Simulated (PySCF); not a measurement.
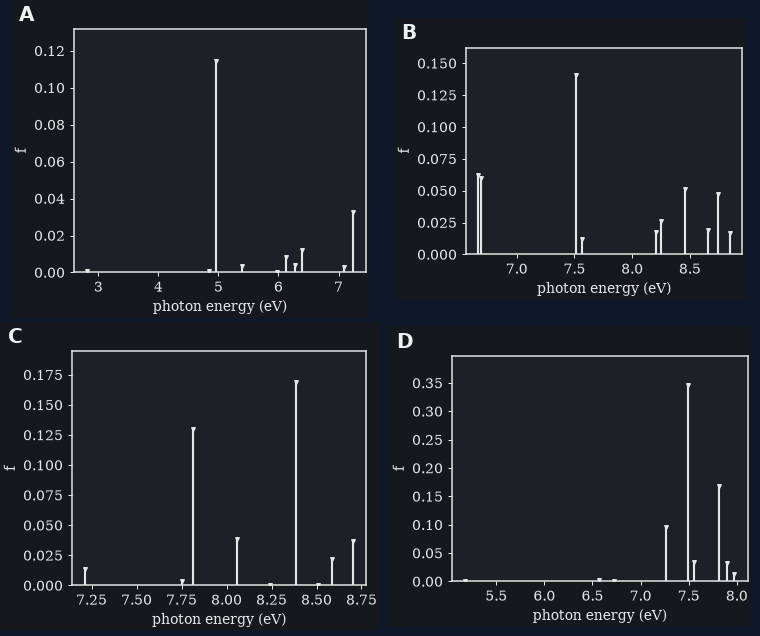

Vertical TDDFT excitations, ωB97X-D/def2-SVPD, PySCF 2.14.0, at a PBE0-D3(BJ)/def2-SVP geometry (no frequency check), gas phase. Each panel shows the lowest singlet states that were computed.

### Which panel belongs to which molecule?
1. C₈H₁₆Si, SMILES C1CCC(C2C[SiH2]C2)C1
2. C₆H₁₄GaNO, SMILES C/N=C/[C@@H]1CC[O+]([GaH3-])C1, singlet
3. C₃HOP, SMILES C#CP=C=O
4. C₆H₁₂FP, SMILES C[C@@H]1CPCC[C@H]1F

A: 3 (S1 at 2.81 eV, brightest at 4.95 eV)
B: 4 (S1 at 6.67 eV, brightest at 7.51 eV)
C: 1 (S1 at 7.21 eV, brightest at 8.38 eV)
D: 2 (S1 at 5.18 eV, brightest at 7.49 eV)

Limits of at least one run: core orbitals are frozen in the response; one conformer of a flexible molecule; states above the negative HOMO energy depend on the basis.
